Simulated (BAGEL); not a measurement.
**singlet GeNH3Cl+, step by step**

We compute a single-point energy (singlet GeNH3Cl+, HF/def2-SV(P)), then the energy (doublet GeNH3Cl, NEVPT2(3,3)/def2-SV(P)), then a single-point energy (doublet GeNH3Cl, CASPT2(3,3)/def2-SV(P)) of ClGeH3N. 

The results are computed with BAGEL 1.2.2.

## Step 1: Starting point

GeNH3Cl+: 6 atoms, total charge +1, spin state singlet. SMILES of the parent species: `[NH2][GeH][Cl]`. The N1–H4 distance was set to 1.922 Å, away from the relaxed value. That shape belongs to the parent species and isn't relaxed for this state. At this shape a bond of the SMILES string is far longer than usual.

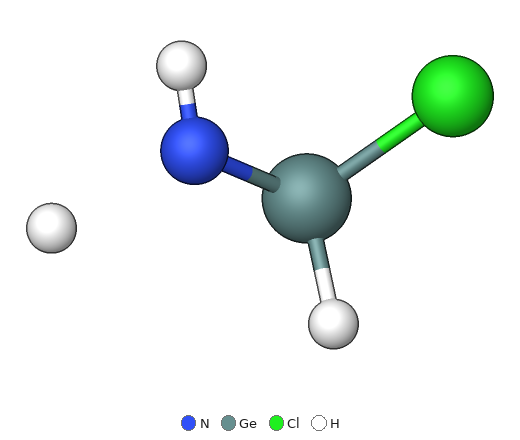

The structure, seen from a chosen angle (nitrogen blue, germanium teal, chlorine green, hydrogen white).

## Step 2: A single-point energy at HF/def2-SV(P) (density fitting with svp-jkfit) (run 1)

The input, calc.json:

```json
{ "bagel" : [

{
  "title" : "molecule",
  "basis" : "def2-sv_p_.json",
  "df_basis" : "svp-jkfit",
  "angstrom" : true,
  "geometry" : [
    { "atom" : "N", "xyz" : [    0.038058,   -0.450035,   -0.722513 ] },
    { "atom" : "Ge", "xyz" : [    0.559758,   -0.918935,    0.973887 ] },
    { "atom" : "Cl", "xyz" : [    1.727358,   -2.724835,    0.689087 ] },
    { "atom" : "H", "xyz" : [   -0.984500,    1.171200,   -0.861400 ] },
    { "atom" : "H", "xyz" : [   -0.404342,   -1.182235,   -1.261413 ] },
    { "atom" : "H", "xyz" : [    1.527558,    0.201165,    1.465087 ] }
  ]
},
{ "title" : "hf", "charge" : 1 },
{ "title" : "print", "file" : "orbitals.molden", "orbitals" : true }

]}
```

The basis set def2-SV(P) is read from a file made from the Basis Set Exchange's data (not shown).

Command:

```bash
BAGEL_NUM_THREADS=1 BAGEL calc.json > calc.out
```

Standard output:

```text
* using 1 threads per process

  ===============================================================
  ===============================================================

  *** Geometry ***

  { "atom" : "N", "xyz" : [      0.071919,     -0.850443,     -1.365352 ] },
  { "atom" : "Ge", "xyz" : [      1.057789,     -1.736535,      1.840380 ] },
  { "atom" : "Cl", "xyz" : [      3.264234,     -5.149192,      1.302186 ] },
  { "atom" : "H", "xyz" : [     -1.860435,      2.213247,     -1.627810 ] },
  { "atom" : "H", "xyz" : [     -0.764096,     -2.234100,     -2.383725 ] },
  { "atom" : "H", "xyz" : [      2.886666,      0.380147,      2.768613 ] },

  Number of auxiliary basis functions:      525

  Since a DF basis is specified, we compute 2- and 3-index integrals:
    o Being stored without compression. Storage requirement is 0.021 GB

  Number of basis functions:       70
  Number of electrons      :       59

    * METHOD: MOLECULE                             0.26

  *** RHF ***

  === Nuclear Repulsion ===
   255.2402000173

      * DIIS with orbital gradients will be used.

  === RHF iteration (def2-sv_p_.json) ===
      0      -2589.94511683          0.02028239           0.08
      1      -2589.93845295          0.02357591           0.07
      2      -2590.14227486          0.00200672           0.07
      3      -2590.14510634          0.00090740           0.07
      4      -2590.14573009          0.00027206           0.07
      5      -2590.14581263          0.00012424           0.07
      6      -2590.14583141          0.00006332           0.07
      7      -2590.14583909          0.00002742           0.07
      8      -2590.14583999          0.00002289           0.07
      9      -2590.14584054          0.00000936           0.07
     10      -2590.14584071          0.00000505           0.07
     11      -2590.14584076          0.00000265           0.07
     12      -2590.14584077          0.00000122           0.07
     13      -2590.14584078          0.00000068           0.07
     14      -2590.14584078          0.00000040           0.07
     15      -2590.14584078          0.00000027           0.07
     16      -2590.14584078          0.00000009           0.07
     17      -2590.14584078          0.00000006           0.07
     18      -2590.14584078          0.00000002           0.07
     19      -2590.14584078          0.00000001           0.07
     20      -2590.14584078          0.00000001           0.07
    * SCF iteration converged.

    * Permanent dipole moment:
           (    1.884487,    -1.770310,    -0.078008) a.u.

    * METHOD: HF                                   1.67

    * METHOD: PRINT                                0.01

  ===============================================================
```

Wall time 2.1 s (1 thread of Arm Neoverse V1, shared host); peak memory 0.14 GiB.

## Step 3: Doublet neutral GeNH3Cl: the energy at NEVPT2(3,3)/def2-SV(P) (density fitting with svp-jkfit) (run 2)

Changes to calc.json since step 2:

```diff
@@ -17,2 +17,14 @@
 { "title" : "hf", "charge" : 1 },
+{ "title" : "casscf", "nstate" : 1, "nact" : 3, "nclosed" : 28, "nspin" : 1, "active" : [29, 30, 31], "maxiter" : 200, "natocc" : true },
+{
+  "title" : "nevpt2",
+  "nstate" : 1,
+  "nact" : 3,
+  "nclosed" : 28,
+  "nspin" : 1,
+  "active" : [29, 30, 31],
+  "maxiter" : 200,
+  "natocc" : true,
+  "ncore" : 15
+},
 { "title" : "print", "file" : "orbitals.molden", "orbitals" : true }
```

The basis set def2-SV(P) is read from a file made from the Basis Set Exchange's data (not shown).

Command:

```bash
BAGEL_NUM_THREADS=1 BAGEL calc.json > calc.out
```

Standard output:

```text
* using 1 threads per process

  ===============================================================
  ===============================================================

  *** Geometry ***

  { "atom" : "N", "xyz" : [      0.071919,     -0.850443,     -1.365352 ] },
  { "atom" : "Ge", "xyz" : [      1.057789,     -1.736535,      1.840380 ] },
  { "atom" : "Cl", "xyz" : [      3.264234,     -5.149192,      1.302186 ] },
  { "atom" : "H", "xyz" : [     -1.860435,      2.213247,     -1.627810 ] },
  { "atom" : "H", "xyz" : [     -0.764096,     -2.234100,     -2.383725 ] },
  { "atom" : "H", "xyz" : [      2.886666,      0.380147,      2.768613 ] },

  Number of auxiliary basis functions:      525

  Since a DF basis is specified, we compute 2- and 3-index integrals:
    o Being stored without compression. Storage requirement is 0.021 GB

  Number of basis functions:       70
  Number of electrons      :       59

    * METHOD: MOLECULE                             0.26

  *** RHF ***

  === Nuclear Repulsion ===
   255.2402000173

      * DIIS with orbital gradients will be used.

  === RHF iteration (def2-sv_p_.json) ===
      0      -2589.94511683          0.02028239           0.07
      1      -2589.93845295          0.02357591           0.07
      2      -2590.14227486          0.00200672           0.07
      3      -2590.14510634          0.00090740           0.07
      4      -2590.14573009          0.00027206           0.07
      5      -2590.14581263          0.00012424           0.07
      6      -2590.14583141          0.00006332           0.07
      7      -2590.14583909          0.00002742           0.07
      8      -2590.14583999          0.00002289           0.07
      9      -2590.14584054          0.00000936           0.07
     10      -2590.14584071          0.00000505           0.07
     11      -2590.14584076          0.00000265           0.07
     12      -2590.14584077          0.00000122           0.07
     13      -2590.14584078          0.00000068           0.07
     14      -2590.14584078          0.00000040           0.07
     15      -2590.14584078          0.00000027           0.07
     16      -2590.14584078          0.00000009           0.07
     17      -2590.14584078          0.00000006           0.07
     18      -2590.14584078          0.00000002           0.07
     19      -2590.14584078          0.00000001           0.07
     20      -2590.14584078          0.00000001           0.07
    * SCF iteration converged.

    * Permanent dipole moment:
           (    1.884487,    -1.770310,    -0.078008) a.u.

    * METHOD: HF                                   1.68

  ---------------------------
      CASSCF calculation
  ---------------------------

    ==== Active orbitals : =====
         Orbital 29
         Orbital 30
         Orbital 31
    ============================

    * nstate   :      1
    * nclosed  :     28
    * nact     :      3
    * nvirt    :     39
  === CASSCF iteration (def2-sv_p_.json) ===

    * Using the second-order algorithm

      0  0     -2590.42121124     1.15e-02      0.02

      1  0     -2590.49941184     3.96e-03      0.38

      2  0     -2590.50864777     8.31e-04      0.40

      3  0     -2590.50927921     2.92e-04      0.39

      4  0     -2590.50937284     1.31e-04      0.38

      5  0     -2590.50938888     5.67e-05      0.39

      6  0     -2590.50939161     2.38e-05      0.38

      7  0     -2590.50939206     9.88e-06      0.39

      8  0     -2590.50939214     4.07e-06      0.38

      9  0     -2590.50939215     1.67e-06      0.39

     10  0     -2590.50939216     6.82e-07      0.38

     11  0     -2590.50939216     2.79e-07      0.39

     12  0     -2590.50939216     1.14e-07      0.36

     13  0     -2590.50939216     4.66e-08      0.38

     14  0     -2590.50939216     1.90e-08      0.34

     15  0     -2590.50939216     7.77e-09      0.34

    * Second-order optimization converged. *

     guess   0:   closed 1..                  open .1.

  === FCI iteration ===

      0  0     -2590.43278260     6.28e-02      0.00
      1  0     -2590.50649576     1.17e-02      0.00
      2  0     -2590.50929265     1.92e-03      0.00
      3  0     -2590.50938428     2.97e-04      0.00
      4  0     -2590.50939078     1.83e-04      0.00
      5  0     -2590.50939214     2.47e-05      0.00
      6  0     -2590.50939216     9.09e-07      0.00
      7  0 *   -2590.50939216     1.97e-15      0.00

     * ci vector, state   0, <S^2> = 0.7500
       2a.    -0.9253395466
       .a2    -0.3747086323

    * METHOD: CASSCF                               5.84

    * freezing 15 orbitals

  === DF-NEVPT2 calculation ===

    * 3-index integral transformation done
    * assembly done

      NEVPT2 correlation energy:   -0.4702698419      0.10

          (+0)     -0.3738223680
          (+0)'    -0.0211282931
          (+1)     -0.0215817295
          (+1)'    -0.0008491075
          (+2)     -0.0004922194
          (-1)     -0.0496760593
          (-1)'    -0.0006382673
          (-2)     -0.0020817977

      NEVPT2 total energy:       -2590.9796619988

    * METHOD: NEVPT2                               0.23

    * METHOD: PRINT                                0.01

  ===============================================================
```

Wall time 8.4 s (1 thread of Arm Neoverse V1, shared host); peak memory 0.14 GiB.

## Step 4: Doublet neutral GeNH3Cl: a single-point energy at CASPT2(3,3)/def2-SV(P) (density fitting with svp-jkfit) (run 3)

The input, input.json:

```json
{ "bagel": [

{
  "title": "molecule",
  "basis": "def2-sv_p_.json",
  "df_basis": "svp-jkfit",
  "angstrom": true,
  "geometry": [
    { "atom": "N", "xyz": [    0.038058,   -0.450035,   -0.722513 ] },
    { "atom": "Ge", "xyz": [    0.559758,   -0.918935,    0.973887 ] },
    { "atom": "Cl", "xyz": [    1.727358,   -2.724835,    0.689087 ] },
    { "atom": "H", "xyz": [   -0.984500,    1.171200,   -0.861400 ] },
    { "atom": "H", "xyz": [   -0.404342,   -1.182235,   -1.261413 ] },
    { "atom": "H", "xyz": [    1.527558,    0.201165,    1.465087 ] }
  ]
},
{ "title": "hf", "charge": 1 },
{ "title": "casscf", "nstate": 1, "nact": 3, "nclosed": 28, "nspin": 1, "active": [29, 30, 31], "maxiter": 200, "natocc": true },
{ "title": "print", "file": "orbitals.molden", "orbitals": true },
{ "title": "smith", "method": "caspt2", "ms": true, "xms": true, "sssr": true, "shift": 0.2, "shift_imag": true, "ncore": 15 }

]}
```

The basis set def2-SV(P) is read from a file made from the Basis Set Exchange's data (not shown).

Command:

```bash
BAGEL_NUM_THREADS=1 BAGEL input.json > input.out
```

Standard output:

```text
* using 1 threads per process

  ===============================================================
  ===============================================================

  *** Geometry ***

  { "atom" : "N", "xyz" : [      0.071919,     -0.850443,     -1.365352 ] },
  { "atom" : "Ge", "xyz" : [      1.057789,     -1.736535,      1.840380 ] },
  { "atom" : "Cl", "xyz" : [      3.264234,     -5.149192,      1.302186 ] },
  { "atom" : "H", "xyz" : [     -1.860435,      2.213247,     -1.627810 ] },
  { "atom" : "H", "xyz" : [     -0.764096,     -2.234100,     -2.383725 ] },
  { "atom" : "H", "xyz" : [      2.886666,      0.380147,      2.768613 ] },

  Number of auxiliary basis functions:      525

  Since a DF basis is specified, we compute 2- and 3-index integrals:
    o Being stored without compression. Storage requirement is 0.021 GB

  Number of basis functions:       70
  Number of electrons      :       59

    * METHOD: MOLECULE                             0.26

  *** RHF ***

  === Nuclear Repulsion ===
   255.2402000173

      * DIIS with orbital gradients will be used.

  === RHF iteration (def2-sv_p_.json) ===
      0      -2589.94511683          0.02028239           0.07
      1      -2589.93845295          0.02357591           0.07
      2      -2590.14227486          0.00200672           0.07
      3      -2590.14510634          0.00090740           0.07
      4      -2590.14573009          0.00027206           0.07
      5      -2590.14581263          0.00012424           0.07
      6      -2590.14583141          0.00006332           0.07
      7      -2590.14583909          0.00002742           0.07
      8      -2590.14583999          0.00002289           0.07
      9      -2590.14584054          0.00000936           0.07
     10      -2590.14584071          0.00000505           0.07
     11      -2590.14584076          0.00000265           0.07
     12      -2590.14584077          0.00000122           0.07
     13      -2590.14584078          0.00000068           0.07
     14      -2590.14584078          0.00000040           0.07
     15      -2590.14584078          0.00000027           0.07
     16      -2590.14584078          0.00000009           0.07
     17      -2590.14584078          0.00000006           0.07
     18      -2590.14584078          0.00000002           0.07
     19      -2590.14584078          0.00000001           0.07
     20      -2590.14584078          0.00000001           0.07
    * SCF iteration converged.

    * Permanent dipole moment:
           (    1.884487,    -1.770310,    -0.078008) a.u.

    * METHOD: HF                                   1.65

  ---------------------------
      CASSCF calculation
  ---------------------------

    ==== Active orbitals : =====
         Orbital 29
         Orbital 30
         Orbital 31
    ============================

    * nstate   :      1
    * nclosed  :     28
    * nact     :      3
    * nvirt    :     39
  === CASSCF iteration (def2-sv_p_.json) ===

    * Using the second-order algorithm

      0  0     -2590.42121124     1.15e-02      0.03

      1  0     -2590.49941184     3.96e-03      0.38

      2  0     -2590.50864777     8.31e-04      0.40

      3  0     -2590.50927921     2.92e-04      0.39

      4  0     -2590.50937284     1.31e-04      0.38

      5  0     -2590.50938888     5.67e-05      0.39

      6  0     -2590.50939161     2.38e-05      0.38

      7  0     -2590.50939206     9.88e-06      0.40

      8  0     -2590.50939214     4.07e-06      0.38

      9  0     -2590.50939215     1.67e-06      0.39

     10  0     -2590.50939216     6.82e-07      0.38

     11  0     -2590.50939216     2.79e-07      0.39

     12  0     -2590.50939216     1.14e-07      0.37

     13  0     -2590.50939216     4.66e-08      0.37

     14  0     -2590.50939216     1.90e-08      0.34

     15  0     -2590.50939216     7.77e-09      0.34

    * Second-order optimization converged. *

     guess   0:   closed 1..                  open .1.

  === FCI iteration ===

      0  0     -2590.43278260     6.28e-02      0.00
      1  0     -2590.50649576     1.17e-02      0.00
      2  0     -2590.50929265     1.92e-03      0.00
      3  0     -2590.50938428     2.97e-04      0.00
      4  0     -2590.50939078     1.83e-04      0.00
      5  0     -2590.50939214     2.47e-05      0.00
      6  0     -2590.50939216     9.09e-07      0.00
      7  0 *   -2590.50939216     1.97e-15      0.00

     * ci vector, state   0, <S^2> = 0.7500
       2a.    -0.9253395466
       .a2    -0.3747086323

    * METHOD: CASSCF                               5.86

    * METHOD: PRINT                                0.01

  === SMITH program ===

    * freezing 15 orbitals

    * Approximate memory requirement for SMITH calulation per MPI process:
      o Storage requirement for T-amplitude, lambda, and residual is 0.01 GB
      o Storage requirement for MO integrals is 0.00 GB
    * Calculating and saving rdm4f

    * Zeroth order energy : state  0       -0.8010684175

    * CASPT2 iteration is performed using orthogonal basis

      -------------------------------------------  CASPT2 iteration  ---------------------------------------------------
       #      aibj      arbs      arbi      airj      risj      airs      arst      rist         Etot      error   time
      ------------------------------------------------------------------------------------------------------------------

       0  -0.37282  -0.00264  -0.05305  -0.02368  -0.00072  -0.02127  -0.00082  -0.00108   -0.4760692  0.0009870   0.06
       1  -0.37286  -0.00266  -0.05311  -0.02373  -0.00074  -0.02143  -0.00083  -0.00111   -0.4764684  0.0001128   0.05
       2  -0.37287  -0.00266  -0.05311  -0.02373  -0.00074  -0.02143  -0.00083  -0.00112   -0.4764752  0.0000184   0.05
       3  -0.37287  -0.00266  -0.05311  -0.02373  -0.00074  -0.02143  -0.00083  -0.00112   -0.4764753  0.0000032   0.05
       4  -0.37287  -0.00266  -0.05311  -0.02373  -0.00074  -0.02143  -0.00083  -0.00112   -0.4764753  0.0000005   0.05

      ------------------------------------------------------------------------------------------------------------------

    * CASPT2 energy : state  0    -2590.9885983317
        w/o shift correction      -2590.9858674920
        reference weight              0.8673182062

    * METHOD: SMITH                                0.45

  ===============================================================
```

It took 8.4 s on 1 thread of Arm Neoverse V1, shared host; peak memory 0.14 GiB.

## Step 5: Summary of results

```
                                    quantity           value
          run 1, HF/def2-SV(P): total energy  -2590.14584 Eh
           run 1, HF/def2-SV(P): HOMO energy       -16.85 eV
           run 1, HF/def2-SV(P): LUMO energy        -6.93 eV
         run 1, HF/def2-SV(P): HOMO–LUMO gap         9.92 eV
doublet neutral GeNH3Cl, run 2: total energy  -2590.97966 Eh
doublet neutral GeNH3Cl, run 3: total energy  -2590.98860 Eh
```
